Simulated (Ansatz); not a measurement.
# What a change does: single-point calculation on CH3BF2GeO

System: CH3BF2GeO, SMILES FB(F)[CH]1[O][GeH2]1.
Method of run 1: RKS SPW92 (LDA)/def2-TZVPP (Ansatz 0.2.0).

The geometry comes from this level: PBE0-D4/def2-TZVP. Text and figures count atoms from 1; the logs count them from 0 in places.

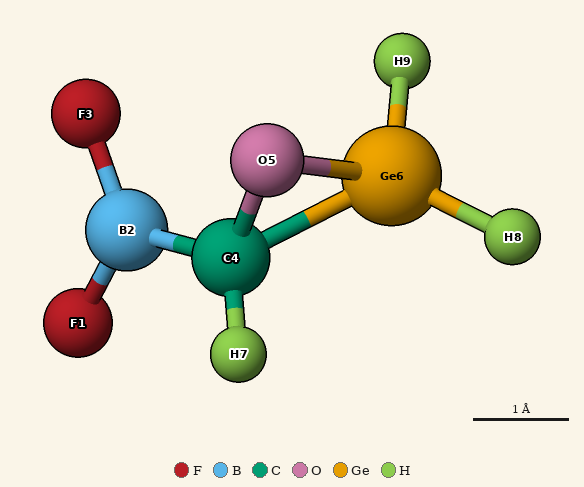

The structure (ball-and-stick view, seen at a tilt; atoms are numbered from 1 in the order of the input). Sticks mark near contacts.

### Input file, run 1
```yaml
crystal:
  periodic: [false, false, false]
  atoms:
    - {symbol: F, position_ang: [-0.472529, 0.288589, 2.530310]}
    - {symbol: B, position_ang: [0.294626, 0.354845, 1.452971]}
    - {symbol: F, position_ang: [1.166597, 1.345539, 1.392179]}
    - {symbol: C, position_ang: [0.117715, -0.651940, 0.300708]}
    - {symbol: O, position_ang: [1.095663, -0.704576, -0.751718]}
    - {symbol: Ge, position_ang: [-0.391989, 0.101501, -1.394154]}
    - {symbol: H, position_ang: [-0.357109, -1.608351, 0.526245]}
    - {symbol: H, position_ang: [-1.166938, -0.754888, -2.387671]}
    - {symbol: H, position_ang: [-0.197534, 1.582980, -1.685969]}
basis:
  gaussian: {orbitals: def2-TZVPP}
hamiltonian: {xc: lda}
output: {orbitals: {seedname: orbitals}}
```

Command:
```bash
ansatz run in.yaml --threads 4 --pin off --events-out ev --progress --plain --max-ram 10444MiB
```

Hardware: 4 threads of INTEL XEON PLATINUM @ 2.10GHz, 23 GiB of memory available, shared host.

### Output (run 1)
```
Functional definition: SPW92
  exchange = slater_x
  correlation = pw_c
1347 factors; their error is unknown
mean field evaluation 1: about -65602.9440 eV, gradient 8.2e1 eV
mean field evaluation 2: about -65463.6906 eV, gradient 2.2e2 eV
mean field evaluation 4: about -65614.6946 eV, gradient 1.8e1 eV
mean field evaluation 8: about -65615.2689 eV, gradient 4.2e-1 eV
mean field evaluation 16: about -65615.2483 eV, gradient 1.1e-4 eV
mean field -65615.24831540 eV, -2411.3158999783 hartree, gradient 3.2e-5 eV, S^2 0.000000; 0 other end points of the search recorded, 0 dependent functions left out
reference -65615.24835741 eV, -2411.3159015220 hartree; 36, 36 occupied and 209, 209 virtual orbitals, 1347 factors
Total energy: -65615.24835741 eV, -2411.3159015220 hartree
```

For run 2 the input was changed thus:
```diff
-hamiltonian: {xc: lda}
+hamiltonian: {xc: {name: B97M-V}}
```

How does run 2 compare with run 1?

The total energies belong to different methods, so their difference says nothing on which is more stable or more accurate. The HOMO goes from −6.58 to −6.67 eV. The LUMO goes from −2.35 to −1.92 eV.

### Output (run 2)
```
Functional definition: B97M-V
  parameter cx00 = 1.000
  parameter cx01 = 1.308
  parameter cx02 = 1.901
  parameter cx10 = 0.416
  parameter cx11 = 3.070
  parameter css00 = 1.000
  parameter css02 = -1.855
  parameter css10 = -5.668
  parameter css32 = -20.497
  parameter css42 = -20.364
  parameter cos00 = 1.000
  parameter cos01 = 1.573
  parameter cos03 = -6.298
  parameter cos10 = 2.535
  parameter cos32 = -6.427
  parameter b = 6.0
  parameter c = 0.01
  gx(w, u) = cx00 + cx01*u + cx02*u^2 + (cx10 + cx11*u)*w
  gss(w, u) = css00 + css02*u^2 + css10*w + (css32*w^3 + css42*w^4)*u^2
  gos(w, u) = cos00 + cos01*u + cos03*u^3 + cos10*w + cos32*w^3*u^2
  exchange = spin_sum(e_x_unif_s*gx(b97_w, b97_u_x))
  correlation = spin_sum(e_c_pw_mod_same_spin*gss(b97_w, b97_u_same))
      + integral(e_c_pw_mod_opposite_spin*gos(b97_w_opposite, b97_u_opposite)) + vv10(b, c)
1347 factors; their error is unknown
mean field evaluation 1: about -65744.9089 eV, gradient 7.1e1 eV
mean field evaluation 2: about -65631.9278 eV, gradient 1.9e2 eV
mean field evaluation 4: about -65754.4594 eV, gradient 1.1e1 eV
mean field evaluation 8: about -65754.7448 eV, gradient 1.5e-1 eV
mean field evaluation 16: about -65754.7260 eV, gradient 1.2e-3 eV
mean field -65754.72604081 eV, -2416.4416118456 hartree, gradient 4.2e-5 eV, S^2 0.000000; 0 other end points of the search recorded, 0 dependent functions left out
reference -65754.72610379 eV, -2416.4416141601 hartree; 36, 36 occupied and 209, 209 virtual orbitals, 1347 factors
Total energy: -65754.72610379 eV, -2416.4416141601 hartree
```

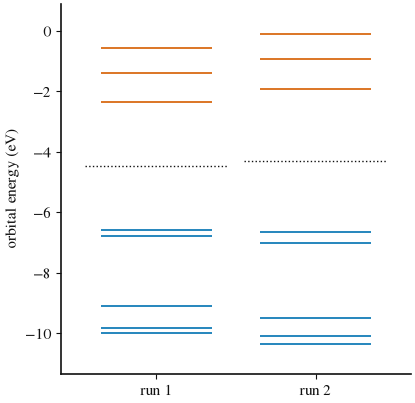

The five highest filled and three lowest empty orbital energies of the two runs; the dotted lines part filled from empty levels. The HOMO–LUMO gap is 4.23 eV in run 1 and 4.74 eV in run 2.

### The two runs side by side

```tsv
quantity	run 1	run 2
outcome	converged	converged
total energy (hartree)	−2411.315902	−2416.441614
HOMO (eV)	−6.58	−6.67
LUMO (eV)	−2.35	−1.92
basis functions	245	245
wall time (shared host)	1.1 s	6.5 s
```
